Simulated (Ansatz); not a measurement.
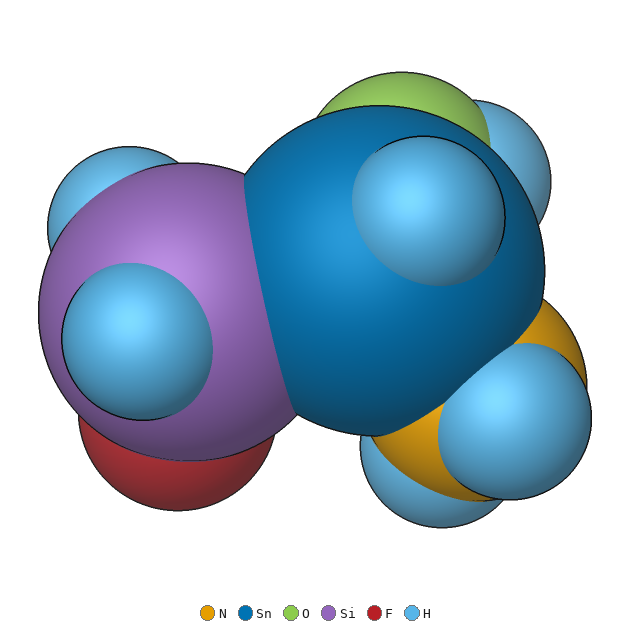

The computed structure is the end point of a PBE0-D4/def2-TZVP optimisation. No frequency run is at hand to confirm it as a minimum.

Draw it as a skeletal formula.

SMILES: [NH2][Sn@@H]([OH])[SiH2]F

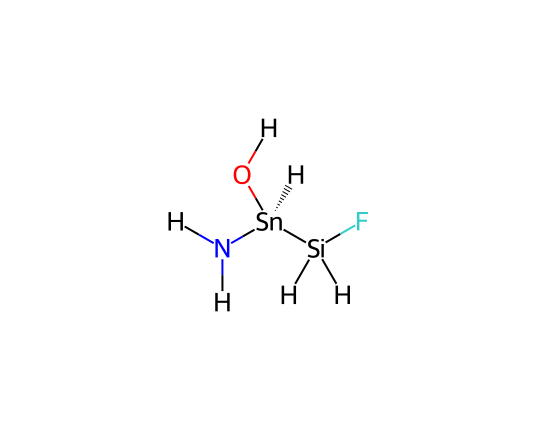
